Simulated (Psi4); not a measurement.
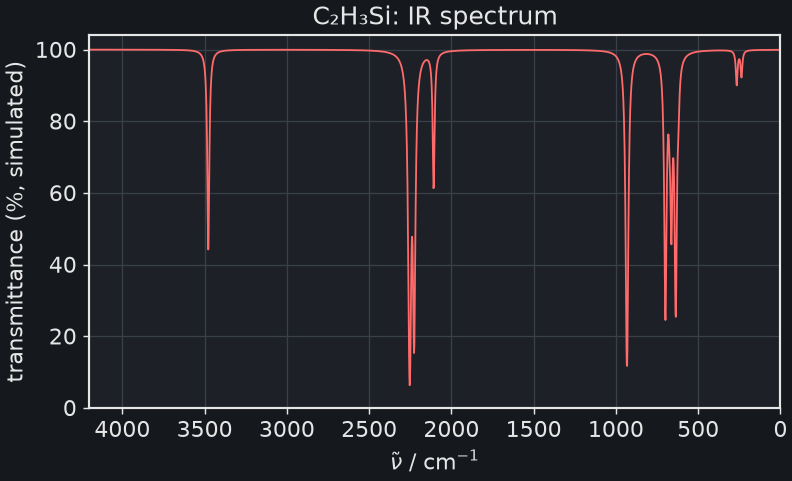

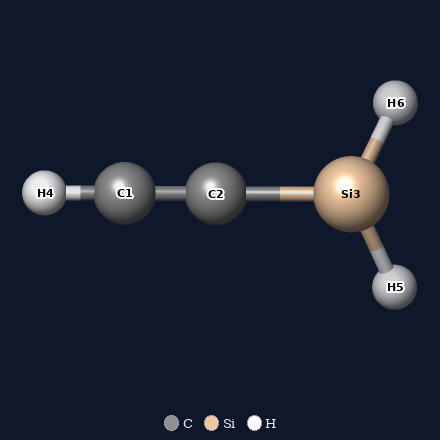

Infrared spectrum of C₂H₃Si, SMILES C#C[SiH2], doublet. Unscaled harmonic wavenumbers and double-harmonic intensities, B3LYP/6-31G(d) (dispersion D3(BJ)) with Psi4 1.11, at a geometry relaxed at this level, isolated molecule. Lorentzian lines of 12 cm⁻¹ full width. Close modes add up in the curve.

### Which lines are the most intense?

2253.5 cm⁻¹ (147.8 km/mol), 933.0 cm⁻¹ (120.5 km/mol) and 2226.8 cm⁻¹ (96.0 km/mol).

### Which is the highest mode?

3477.7 cm⁻¹ (45.0 km/mol).

Note: double-zeta basis.
